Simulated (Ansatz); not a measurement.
Fluorite CoSi2, treated with RPBE in Ansatz (PAW).

Settings: plane-wave cutoff 520 eV, 18×18×18 k mesh, Fermi–Dirac smearing 0.05 eV, no spin polarisation, scalar-relativistic PAW data made under PBE.

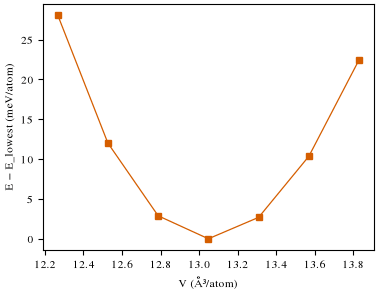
Figure: Total energy against volume

From the curve, estimate the equilibrium volume and the bulk modulus.

V0 ≈ 13.0 Å³/atom and B0 ≈ 170 GPa; the fit gives V0 = 13.048 Å³/atom, B0 = 171 GPa, B′ = 4.6.

Measured, for comparison: equilibrium volume per atom 12.87 Å³/atom (room temperature, not corrected to a static lattice; as tabulated in Hegde and Bowen (2014), arXiv:1405.1317). Computed (rounded) less measured: equilibrium volume per atom +1.4 %.

Computed values are for the static lattice.

Ansatz is a program for electronic structure.
